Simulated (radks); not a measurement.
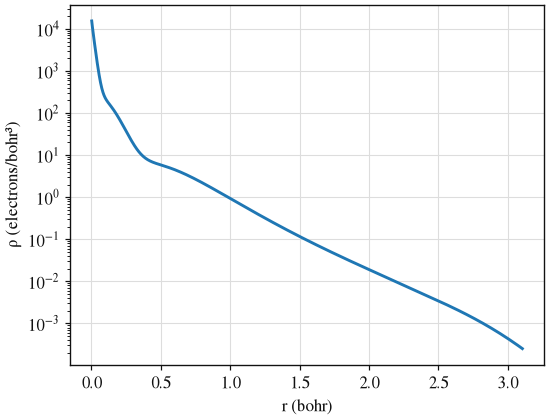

The Ni²⁺ ion; electrons: [Ar] 3d8 (high spin). It sits in a hard spherical wall of radius 3.5 bohr. Level of theory: scalar-relativistic Kohn-Sham, PBEsol, spin-polarised, spherical densities, finite nucleus. Computed with the in-house radial solver radks.

```
Z 28
configuration [Ar] 3d8 4s0 4p0 4d0
relativity scalar-relativistic
functional pbe_sol,pbe_sol
spin polarised
nucleus finite rms 3.7757 fm
wall 3.5 bohr
c 137.035999084
```

The plot shows the electron density ρ(r) on a logarithmic scale.

Read the plot.

Answer. The density falls from 15000 electrons/bohr³ at the inner end (r = 0.0018 bohr). The steps in the slope mark the shells; the radial density has its minima at 0.081 and 0.40 bohr. The wall forces the density to zero at its radius.
